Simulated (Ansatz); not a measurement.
## Nudged elastic band of CH4ClNOSi

CH4ClNOSi, computed with RKS PBE/def2-mTZVP (Ansatz 0.2.0).

It belongs to a series of runs on one base structure; here: band between the two ends.

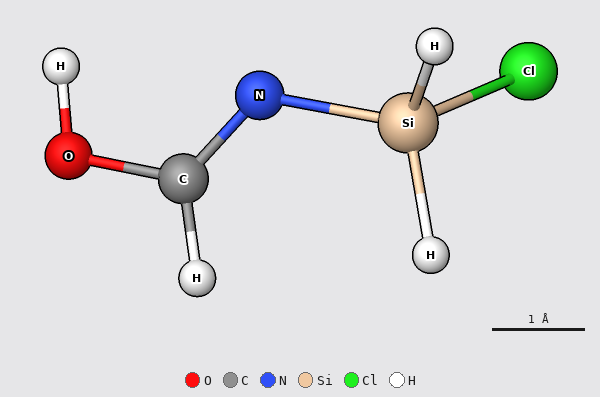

*The input geometry (ball-and-stick view, seen at a tilt).*

### Results in brief

| quantity | value |
| --- | --- |
| outcome | converged |
| barrier, forward | 2.731 eV |
| barrier, backward | 1.357 eV |
| hardware | 2 threads of Intel Xeon (Granite Rapids), 16 GiB of memory available, shared host |
| wall time | 2.2 min (CPU time 4.2 min) |
| peak memory | 0.17 GiB |

### Notes

The order of the saddle point was not checked.

### Input
```yaml
crystal:
  periodic: [false, false, false]
  atoms:
    - { symbol: O, position_ang: [2.067174, 0.79059, -1.158057] }
    - { symbol: C, position_ang: [1.038324, 0.061173, -0.678498] }
    - { symbol: "N", position_ang: [0.07258, 0.56965, -0.025891] }
    - { symbol: Si, position_ang: [-1.255621, -0.350313, 0.609084] }
    - { symbol: Cl, position_ang: [-1.143147, -0.392319, 2.687878] }
    - { symbol: H, position_ang: [1.892978, 1.721083, -0.886203] }
    - { symbol: H, position_ang: [1.185227, -0.999285, -0.949617] }
    - { symbol: H, position_ang: [-2.528132, 0.327319, 0.245029] }
    - { symbol: H, position_ang: [-1.240884, -1.774098, 0.139275] }
basis:
  gaussian: { orbitals: def2-mTZVP }
hamiltonian:
  xc: pbe
neb:
  order_check: false
  images: 9
  f_tol: 0.03
  max_iterations: 60
  final_atoms:
    - { symbol: O, position_ang: [1.66617672, 0.86111898, -1.21338952] }
    - { symbol: C, position_ang: [0.82744998, 0.05912357, -0.53913712] }
    - { symbol: "N", position_ang: [-0.27094357, 0.38422028, 0.06200527] }
    - { symbol: Si, position_ang: [-1.76385061, -0.82085792, 0.47644011] }
    - { symbol: Cl, position_ang: [-1.54103897, -0.70273528, 2.63944485] }
    - { symbol: H, position_ang: [1.3481578, 1.78916579, -1.21070292] }
    - { symbol: H, position_ang: [1.1317381, -0.98890968, -0.56469729] }
    - { symbol: H, position_ang: [-0.49241806, 1.3853955, 0.11714114] }
    - { symbol: H, position_ang: [-0.81677241, -2.01272124, 0.21589547] }
  initial_path:
    images:
      - { positions_ang: [[2.067174, 0.79059, -1.158057], [1.038324, 0.061173, -0.678498], [0.07258, 0.56965, -0.025891], [-1.255621, -0.350313, 0.609084], [-1.143147, -0.392319, 2.687878], [1.892978, 1.721083, -0.886203], [1.185227, -0.999285, -0.949617], [-2.528132, 0.327319, 0.245029], [-1.240884, -1.774098, 0.139275]] }
      - { positions_ang: [[2.02650349, 0.78260921, -1.13356015], [1.00794575, 0.0579218, -0.62932934], [0.00365574, 0.57485154, -0.06603736], [-1.2673223, -0.36438932, 0.60374915], [-1.07692562, -0.46990086, 2.65085815], [1.79690211, 1.71314297, -0.94996671], [1.20522002, -0.99191651, -0.79889691], [-2.33215659, 0.41578892, 0.20845977], [-1.27532361, -1.76430776, 0.09772341]] }
      - { positions_ang: [[1.98583298, 0.77462843, -1.10906329], [0.9775675, 0.05467061, -0.58016069], [-0.06526853, 0.58005308, -0.10618371], [-1.2790236, -0.37846563, 0.59841429], [-1.01070423, -0.54748273, 2.6138383], [1.70082623, 1.70520294, -1.01373042], [1.22521305, -0.98454802, -0.64817683], [-2.13618119, 0.50425884, 0.17189053], [-1.30976322, -1.75451752, 0.05617181]] }
      - { positions_ang: [[1.94516247, 0.76664764, -1.08456644], [0.94718926, 0.05141941, -0.53099203], [-0.13419279, 0.58525461, -0.14633007], [-1.2907249, -0.39254195, 0.59307944], [-0.94448285, -0.62506459, 2.57681845], [1.60475034, 1.69726291, -1.07749413], [1.24520607, -0.97717953, -0.49745674], [-1.94020578, 0.59272877, 0.1353213], [-1.34420282, -1.74472728, 0.01462022]] }
      - { positions_ang: [[1.90449196, 0.75866686, -1.06006958], [0.91681101, 0.04816822, -0.48182337], [-0.20311705, 0.59045615, -0.18647642], [-1.3024262, -0.40661827, 0.58774459], [-0.87826147, -0.70264645, 2.5397986], [1.50867446, 1.68932287, -1.14125784], [1.2651991, -0.96981104, -0.34673666], [-1.74423037, 0.68119869, 0.09875206], [-1.37864243, -1.73493704, -0.02693138]] }
      - { positions_ang: [[1.86382145, 0.75068607, -1.03557273], [0.88643276, 0.04491702, -0.43265471], [-0.27204131, 0.59565769, -0.22662278], [-1.3141275, -0.42069458, 0.58240973], [-0.81204008, -0.78022831, 2.50277875], [1.41259857, 1.68138284, -1.20502155], [1.28519212, -0.96244255, -0.19601657], [-1.54825496, 0.76966861, 0.06218283], [-1.41308204, -1.7251468, -0.06848297]] }
      - { positions_ang: [[1.82429251, 0.77277265, -1.07113609], [0.8746362, 0.04775833, -0.45395119], [-0.27182176, 0.55337021, -0.16889717], [-1.40407213, -0.50072725, 0.56121581], [-0.95783986, -0.76472971, 2.53011197], [1.39971042, 1.70293943, -1.20615782], [1.25450132, -0.96773597, -0.26975272], [-1.33708758, 0.89281399, 0.07317449], [-1.29382011, -1.78266169, -0.01160728]] }
      - { positions_ang: [[1.78476356, 0.79485924, -1.10669944], [0.86283965, 0.05059964, -0.47524767], [-0.27160222, 0.51108273, -0.11117156], [-1.49401675, -0.58075992, 0.54002188], [-1.10363963, -0.7492311, 2.55744519], [1.38682226, 1.72449602, -1.2072941], [1.22381051, -0.9730294, -0.34348886], [-1.1259202, 1.01595937, 0.08416615], [-1.17455819, -1.84017657, 0.04526841]] }
      - { positions_ang: [[1.74523461, 0.81694582, -1.1422628], [0.85104309, 0.05344095, -0.49654415], [-0.27138267, 0.46879524, -0.05344595], [-1.58396137, -0.66079258, 0.51882796], [-1.24943941, -0.73373249, 2.58477841], [1.37393411, 1.74605261, -1.20843037], [1.19311971, -0.97832283, -0.417225], [-0.91475282, 1.13910474, 0.09515782], [-1.05529626, -1.89769146, 0.1021441]] }
      - { positions_ang: [[1.70570567, 0.8390324, -1.17782616], [0.83924654, 0.05628226, -0.51784064], [-0.27116312, 0.42650776, 0.00427966], [-1.67390599, -0.74082525, 0.49763404], [-1.39523919, -0.71823388, 2.61211163], [1.36104595, 1.7676092, -1.20956665], [1.1624289, -0.98361625, -0.49096115], [-0.70358544, 1.26225012, 0.10614948], [-0.93603433, -1.95520635, 0.15901978]] }
      - { positions_ang: [[1.66617672, 0.86111898, -1.21338952], [0.82744998, 0.05912357, -0.53913712], [-0.27094357, 0.38422028, 0.06200527], [-1.76385061, -0.82085792, 0.47644011], [-1.54103897, -0.70273528, 2.63944485], [1.3481578, 1.78916579, -1.21070292], [1.1317381, -0.98890968, -0.56469729], [-0.49241806, 1.3853955, 0.11714114], [-0.81677241, -2.01272124, 0.21589547]] }
```

Command:
```bash
ansatz run input.yaml --threads 2 --pin off --max-ram 3072MiB --backend cpu --events-out ev --progress --plain --runs-dir out
```

### What the program printed
```
Engine: ansatz 0.2.0, x86_64-unknown-linux-gnu
Functional definition: PBE
  parameter kappa = 0.804
  parameter beta = 0.06672455060314922
  exchange = pbe_x(kappa = kappa, mu = beta*pi^2/3)
  correlation = pbe_c(beta = beta)
1093 factors; their error is unknown
mean field evaluation 1: about -25019.0981 eV, gradient 7.1e1 eV
mean field evaluation 2: about -24985.3099 eV, gradient 1.3e2 eV
mean field evaluation 4: about -25027.6389 eV, gradient 2.2e1 eV
mean field evaluation 8: about -25028.5549 eV, gradient 1.1e-1 eV
mean field evaluation 16: about -25028.5319 eV, gradient 1.1e-3 eV
mean field -25028.53190109 eV, -919.7815824169 hartree, gradient 4.1e-5 eV, S^2 0.000000; 0 other end points of the search recorded, 0 dependent functions left out
the calculation of the forces begins
reference -25028.53194306 eV, -919.7815839593 hartree; 28, 28 occupied and 90, 90 virtual orbitals, 1093 factors
1093 factors; their error is unknown
mean field evaluation 32: about -25027.1581 eV, gradient 4.9e-2 eV
mean field -25027.15812713 eV, -919.7310971550 hartree, gradient 7.2e-5 eV, S^2 0.000000; 0 other end points of the search recorded, 0 dependent functions left out
[... from here on the field's lines of each further geometry are left out, up to the last ...]
NEB iter   1: max|band force component| = 7.734e0 eV/Å  barrier→ = 4.3935 eV  barrier← = 3.0198 eV  Δτ_max = 0.1976 Å  (360 SCF iters)
NEB iter   2: max|band force component| = 4.124e0 eV/Å  barrier→ = 3.5739 eV  barrier← = 2.2002 eV  Δτ_max = 0.1990 Å  (309 SCF iters)
NEB iter   3: max|band force component| = 1.642e0 eV/Å  barrier→ = 3.1944 eV  barrier← = 1.8206 eV  Δτ_max = 0.1673 Å  (314 SCF iters)
NEB iter   4: max|band force component| = 8.430e-1 eV/Å  barrier→ = 2.9523 eV  barrier← = 1.5785 eV  Δτ_max = 0.0979 Å  (290 SCF iters)
NEB iter   5: max|band force component| = 4.671e-1 eV/Å  barrier→ = 2.8492 eV  barrier← = 1.4755 eV  CI = image 6  Δτ_max = 0.1991 Å  (283 SCF iters)
NEB iter   6: max|band force component| = 7.022e-1 eV/Å  barrier→ = 2.7706 eV  barrier← = 1.3969 eV  CI = image 6  Δτ_max = 0.1005 Å  (321 SCF iters)
NEB iter   7: max|band force component| = 7.348e-1 eV/Å  barrier→ = 2.7442 eV  barrier← = 1.3705 eV  CI = image 6  Δτ_max = 0.0502 Å  (282 SCF iters)
NEB iter   8: max|band force component| = 2.952e-1 eV/Å  barrier→ = 2.7340 eV  barrier← = 1.3603 eV  CI = image 6  Δτ_max = 0.0996 Å  (288 SCF iters)
NEB iter   9: max|band force component| = 1.655e-1 eV/Å  barrier→ = 2.7318 eV  barrier← = 1.3580 eV  CI = image 6  Δτ_max = 0.0353 Å  (289 SCF iters)
NEB iter  10: max|band force component| = 6.455e-2 eV/Å  barrier→ = 2.7315 eV  barrier← = 1.3577 eV  CI = image 6  Δτ_max = 0.0236 Å  (295 SCF iters)
NEB iter  11: max|band force component| = 5.168e-2 eV/Å  barrier→ = 2.7313 eV  barrier← = 1.3575 eV  CI = image 6  Δτ_max = 0.0063 Å  (301 SCF iters)
NEB iter  12: max|band force component| = 3.492e-2 eV/Å  barrier→ = 2.7313 eV  barrier← = 1.3575 eV  CI = image 6  Δτ_max = 0.0076 Å  (295 SCF iters)
the calculation of the forces begins
reference -25027.11701233 eV, -919.7295862138 hartree; 28, 28 occupied and 90, 90 virtual orbitals, 1093 factors
1093 factors; their error is unknown
mean field evaluation 1184: about -25025.8006 eV, gradient 2.2e-5 eV
mean field -25025.80063791 eV, -919.6812103463 hartree, gradient 2.5e-5 eV, S^2 0.000000; 1 other end points of the search recorded, 0 dependent functions left out
the calculation of the forces begins
reference -25025.80067743 eV, -919.6812117985 hartree; 28, 28 occupied and 90, 90 virtual orbitals, 1093 factors
NEB iter  13: max|band force component| = 2.579e-2 eV/Å  barrier→ = 2.7313 eV  barrier← = 1.3575 eV  CI = image 6  Δτ_max = 0.0000 Å  (515 SCF iters)
```

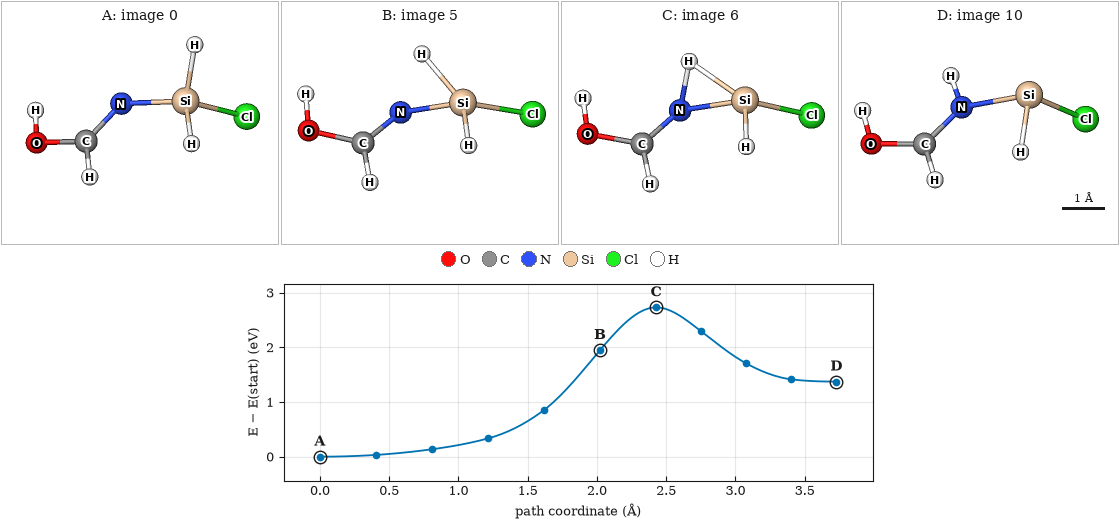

*Images of the last band (counted from 0; ball-and-stick, seen at a tilt) above the energy along the path; the line is a cubic interpolation that uses the forces.*

The highest image is number 6, 2.731 eV above the start and 1.357 eV above the end (the climbing image); the end lies 1.374 eV above the start. The path is 3.73 Å long. The band converged in 13 iterations.

```
Total energy: -25025.80067743 eV, -919.6812117985 hartree
Atom 0 at     1.649283     0.863821    -1.381914 Å, force    -0.002507     0.003180     0.001924 eV/Å
Atom 1 at     0.990755     0.069405    -0.514459 Å, force    -0.002489    -0.005496    -0.000703 eV/Å
Atom 2 at     0.070572     0.477618     0.298465 Å, force     0.003056     0.008057     0.004838 eV/Å
Atom 3 at    -1.439478    -0.525206     0.663783 Å, force    -0.001048    -0.001569    -0.005379 eV/Å
Atom 4 at    -1.585804    -0.798969     2.743106 Å, force    -0.000518    -0.000477     0.003660 eV/Å
Atom 5 at     1.333733     1.783790    -1.238894 Å, force     0.000789    -0.000716    -0.002919 eV/Å
Atom 6 at     1.315926    -0.977748    -0.598782 Å, force     0.001070    -0.002312    -0.000239 eV/Å
Atom 7 at    -1.093539     0.965600    -0.078734 Å, force     0.000949    -0.002070    -0.000018 eV/Å
Atom 8 at    -1.152949    -1.904510     0.090429 Å, force     0.000698     0.001402    -0.001163 eV/Å
Dipole moment:     0.329117     0.211957    -0.541436 e Å
this run last wrote the band of iteration 13 to [file]
```

### The last band as extended XYZ (Å, eV, eV/Å)
```
9
Properties=species:S:1:pos:R:3:forces:R:3 image=0 energy=-25028.53190
O     2.0672    0.7906   -1.1581    0.0007   0.0027  -0.0003
C     1.0383    0.0612   -0.6785    0.0026  -0.0040  -0.0014
N     0.0726    0.5696   -0.0259    0.0062  -0.0078  -0.0038
Si   -1.2556   -0.3503    0.6091   -0.0042  -0.0007   0.0001
Cl   -1.1431   -0.3923    2.6879    0.0011  -0.0011   0.0015
H     1.8930    1.7211   -0.8862   -0.0007  -0.0021   0.0001
H     1.1852   -0.9993   -0.9496   -0.0031   0.0102   0.0029
H    -2.5281    0.3273    0.2450   -0.0026   0.0011  -0.0017
H    -1.2409   -1.7741    0.1393    0.0000   0.0016   0.0026
9
Properties=species:S:1:pos:R:3:forces:R:3 image=1 energy=-25028.49957
O     2.0093    0.8106   -1.2463    0.0470  -0.0103   0.0319
C     1.0855    0.0459   -0.6282   -0.0378   0.0026  -0.0107
N     0.1588    0.5361    0.0910   -0.0320   0.0285  -0.0622
Si   -1.2279   -0.3482    0.6411   -0.0111  -0.0005  -0.0106
Cl   -1.2917   -0.5118    2.7150    0.0627   0.0288  -0.0088
H     1.7628    1.7424   -1.0421    0.0609   0.0002   0.0392
H     1.2714   -1.0173   -0.8610   -0.0106   0.0077  -0.0112
H    -2.4173    0.4382    0.2221   -0.0733  -0.0463   0.0230
H    -1.2624   -1.7422    0.0915   -0.0058  -0.0108   0.0095
9
Properties=species:S:1:pos:R:3:forces:R:3 image=2 energy=-25028.39608
O     1.9151    0.8310   -1.3271    0.1010  -0.0070   0.0489
C     1.1167    0.0310   -0.5902   -0.0127   0.0038  -0.0244
N     0.2658    0.4924    0.2335   -0.0656   0.0423  -0.1073
Si   -1.1802   -0.3509    0.6748   -0.0347   0.0047  -0.0202
Cl   -1.4626   -0.5783    2.7215    0.0943   0.0561   0.0106
H     1.6089    1.7476   -1.1313    0.1387   0.0047   0.0519
H     1.3215   -1.0266   -0.8323   -0.0146   0.0045  -0.0355
H    -2.2562    0.5327    0.1556   -0.1985  -0.1092   0.0722
H    -1.2405   -1.7252    0.0784   -0.0078   0.0001   0.0039
9
Properties=species:S:1:pos:R:3:forces:R:3 image=3 energy=-25028.19765
O     1.7993    0.8435   -1.3829    0.1674  -0.0077   0.0362
C     1.1239    0.0243   -0.5493    0.0621  -0.0123  -0.0404
N     0.3437    0.4617    0.3525    0.0486   0.0075  -0.0703
Si   -1.1379   -0.3625    0.6940    0.0467   0.0720  -0.0050
Cl   -1.5782   -0.6402    2.7044    0.0443   0.1225  -0.0013
H     1.4457    1.7451   -1.1953    0.1824  -0.0102   0.0717
H     1.3459   -1.0299   -0.7851    0.0263  -0.0191  -0.1292
H    -2.0318    0.6444    0.0652   -0.5694  -0.2628   0.1690
H    -1.2222   -1.7326    0.0795   -0.0085   0.1099  -0.0307
9
Properties=species:S:1:pos:R:3:forces:R:3 image=4 energy=-25027.67736
O     1.7108    0.8527   -1.3994    0.2301  -0.0173   0.0133
C     1.0844    0.0338   -0.5225    0.2707  -0.0726  -0.0131
N     0.3175    0.4566    0.3922    0.5546  -0.0474   0.1957
Si   -1.1642   -0.4020    0.6924    0.5840   0.2788   0.0312
Cl   -1.6051   -0.7142    2.7020   -0.1040   0.2147  -0.1438
H     1.3489    1.7542   -1.2293    0.1363  -0.0653   0.1082
H     1.3354   -1.0190   -0.7171    0.0647  -0.1007  -0.3316
H    -1.7226    0.7842   -0.0254   -1.5888  -0.5411   0.2125
H    -1.2166   -1.7925    0.0899   -0.1477   0.3508  -0.0723
9
Properties=species:S:1:pos:R:3:forces:R:3 image=5 energy=-25026.58258
O     1.6692    0.8600   -1.3948    0.2331  -0.0114   0.0108
C     1.0300    0.0494   -0.5163    0.3241  -0.1502   0.0382
N     0.2086    0.4634    0.3566    1.0311  -0.1116   0.4584
Si   -1.2824   -0.4565    0.6795    1.1452   0.5228   0.0204
Cl   -1.5907   -0.7677    2.7247   -0.1931   0.1883  -0.2383
H     1.3279    1.7710   -1.2398    0.0419  -0.0827   0.1042
H     1.3216   -0.9998   -0.6548    0.0637  -0.1703  -0.3750
H    -1.4044    0.8941   -0.0643   -2.3312  -0.5307   0.0766
H    -1.1913   -1.8601    0.0922   -0.3148   0.3458  -0.0952
9
Properties=species:S:1:pos:R:3:forces:R:3 image=6 energy=-25025.80064
O     1.6493    0.8638   -1.3819   -0.0025   0.0032   0.0019
C     0.9908    0.0694   -0.5145   -0.0025  -0.0055  -0.0007
N     0.0706    0.4776    0.2985    0.0031   0.0081   0.0048
Si   -1.4395   -0.5252    0.6638   -0.0010  -0.0016  -0.0054
Cl   -1.5858   -0.7990    2.7431   -0.0005  -0.0005   0.0037
H     1.3337    1.7838   -1.2389    0.0008  -0.0007  -0.0029
H     1.3159   -0.9777   -0.5988    0.0011  -0.0023  -0.0002
H    -1.0935    0.9656   -0.0787    0.0009  -0.0021   0.0000
H    -1.1529   -1.9045    0.0904    0.0007   0.0014  -0.0012
9
Properties=species:S:1:pos:R:3:forces:R:3 image=7 energy=-25026.23849
O     1.6322    0.8730   -1.3669   -0.1594   0.0128  -0.0013
C     0.9637    0.0850   -0.5098   -0.1866   0.0695  -0.0173
N    -0.0364    0.4524    0.2510   -0.6466  -0.1382  -0.2984
Si   -1.5680   -0.6003    0.6387   -0.7591  -0.4367  -0.0841
Cl   -1.5790   -0.8285    2.7479    0.1538  -0.0980   0.1229
H     1.3374    1.7995   -1.2354   -0.0197   0.0548  -0.0860
H     1.3171   -0.9546   -0.5520   -0.0209   0.1169   0.2575
H    -0.8683    1.0712   -0.0843    1.3835   0.6496  -0.0159
H    -1.1104   -1.9439    0.0939    0.2550  -0.2307   0.1225
9
Properties=species:S:1:pos:R:3:forces:R:3 image=8 energy=-25026.82558
O     1.6218    0.8810   -1.3399   -0.0758   0.0043   0.0572
C     0.9305    0.0875   -0.5061   -0.1622  -0.0071  -0.0072
N    -0.1259    0.4016    0.1885   -0.3995  -0.2193  -0.2849
Si   -1.6827   -0.6781    0.5960   -0.5008  -0.3306  -0.1455
Cl   -1.5611   -0.8566    2.7360    0.1456  -0.0575   0.0083
H     1.3312    1.8121   -1.2386   -0.0532   0.0207  -0.0888
H     1.3132   -0.9379   -0.5050   -0.0334   0.0570   0.2026
H    -0.6808    1.2307   -0.0608    0.8454   0.7196   0.0995
H    -1.0577   -1.9866    0.1128    0.2338  -0.1870   0.1589
9
Properties=species:S:1:pos:R:3:forces:R:3 image=9 energy=-25027.11697
O     1.6430    0.8659   -1.2770    0.0137  -0.0120   0.0665
C     0.8788    0.0753   -0.5051   -0.0690  -0.0133  -0.0096
N    -0.2171    0.3945    0.1104   -0.1082  -0.0054  -0.0913
Si   -1.7595   -0.7501    0.5298   -0.0842  -0.0923  -0.0674
Cl   -1.5386   -0.8318    2.6882    0.0518   0.0180  -0.0478
H     1.3164    1.7910   -1.2674   -0.0308  -0.0197  -0.0403
H     1.2522   -0.9501   -0.4662   -0.0768  -0.0119   0.0333
H    -0.5293    1.3663    0.0178    0.1809   0.1633   0.1059
H    -0.9574   -2.0072    0.1525    0.1226  -0.0267   0.0507
9
Properties=species:S:1:pos:R:3:forces:R:3 image=10 energy=-25027.15813
O     1.6662    0.8611   -1.2134    0.0027  -0.0014  -0.0025
C     0.8275    0.0591   -0.5391   -0.0011   0.0038   0.0006
N    -0.2709    0.3842    0.0620    0.0012   0.0031   0.0000
Si   -1.7639   -0.8209    0.4764    0.0000  -0.0005   0.0017
Cl   -1.5410   -0.7027    2.6394   -0.0023   0.0008  -0.0015
H     1.3482    1.7892   -1.2107   -0.0021  -0.0003   0.0018
H     1.1317   -0.9889   -0.5647    0.0013  -0.0025  -0.0027
H    -0.4924    1.3854    0.1171   -0.0002  -0.0021   0.0015
H    -0.8168   -2.0127    0.2159    0.0003  -0.0010   0.0012
```
